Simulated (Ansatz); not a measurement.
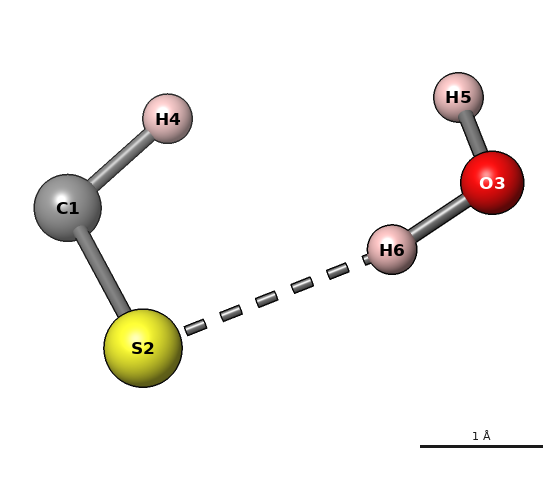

Broken lines mark hydrogen bonds. Charge −1, singlet. The geometry was computed by an optimisation with PBE0-D4/def2-TZVPD. No frequency run is at hand to confirm it as a minimum.

Give donor, acceptor, H···A distance and D–H···A angle of each hydrogen bond.

```
   D–H···A  D–H (Å)  H···A (Å)  angle (°)            kind
O3–H6···S2     0.99       2.22        165  intermolecular
```
